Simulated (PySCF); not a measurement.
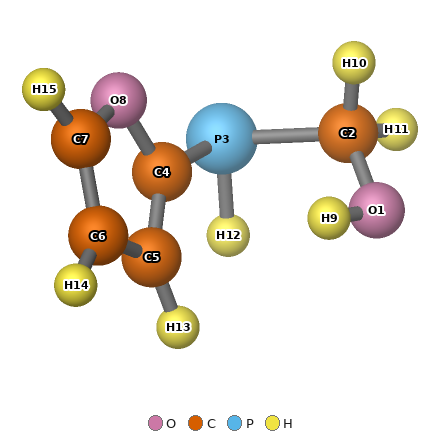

C₅H₇O₂P, SMILES OCPc1ccco1. Vertical core-electron binding energies by ΔSCF (SCAN, pcX-2 on the ionised atom, pcseg-1 elsewhere, spin-free X2C; PySCF 2.14.0, at a PBE0-D3(BJ)/def2-SVP geometry (no frequency check)), gas phase, against the vacuum level. One atom of each kind was ionised; within a panel, areas follow the number of like atoms, Gaussians of 0.4 eV full width. Only the regions named are shown. Lines closer than the width merge in the curve.

> Predict the C 1s photoelectron lines.

| level | atoms | binding energy (eV) |
| --- | --- | --- |
| C 1s | C2 | 291.9 |
| C 1s | C7 | 291.7 |
| C 1s | C4 | 291.6 |
| C 1s | C6 | 290.6 |
| C 1s | C5 | 290.5 |

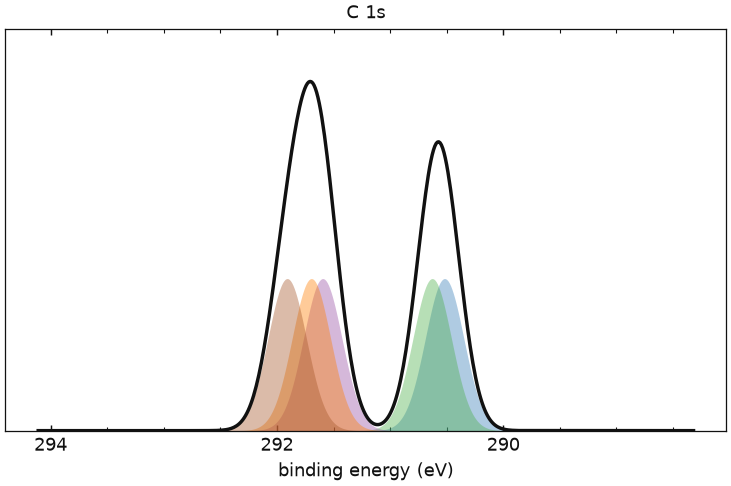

Caveats: one conformer of a flexible molecule.
